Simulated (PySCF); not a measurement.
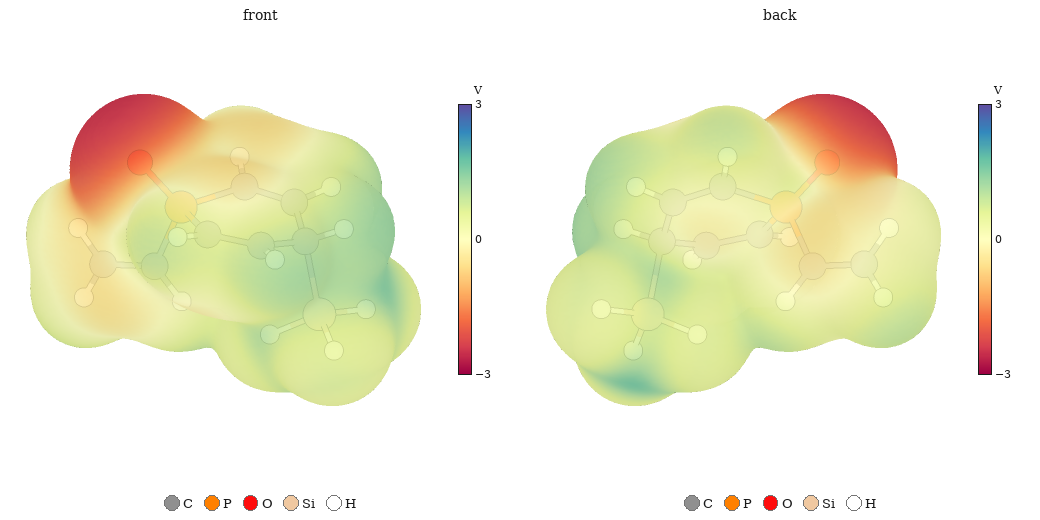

The picture shows: C7H11OPSi. The electrostatic potential painted on the density surface at 0.002 e/bohr³, seen from the front and from behind; the colour scale runs from red (negative) to blue (positive).

Geometry: GFN2-xTB.

Theory: PBE0/pcSseg-1, SCF density, gas phase, non-relativistic in PySCF.

```xyz
21

C     3.3259    0.8321   -0.0888
C     2.0250    0.6276   -0.1961
P     1.2035   -0.3946    1.0646
O     2.1331   -0.8866    2.0897
C     0.3200   -1.6836    0.1657
C    -0.9743   -1.5986   -0.1184
C    -1.8459   -0.4330    0.1572
Si   -2.0206    0.6151   -1.4564
C    -1.4108    0.4532    1.2615
C    -0.1645    0.5943    1.6978
H     3.8630    0.3915    0.7367
H     3.8929    1.4240   -0.7902
H     1.4297    1.0394   -0.9973
H     0.8898   -2.5818   -0.0330
H    -1.4705   -2.4288   -0.6089
H    -2.8559   -0.7951    0.3765
H    -2.9620    1.6977   -1.1736
H    -2.5433   -0.2700   -2.4964
H    -0.7160    1.1474   -1.8347
H    -2.2061    1.0315    1.7189
H     0.0780    1.2355    2.5350
```

Describe the electrostatic potential map.

The most negative region (about −2.5 V) lies over O4, the most positive (about +1.5 V) over Si8. O4 is the likeliest acceptor of a hydrogen bond.
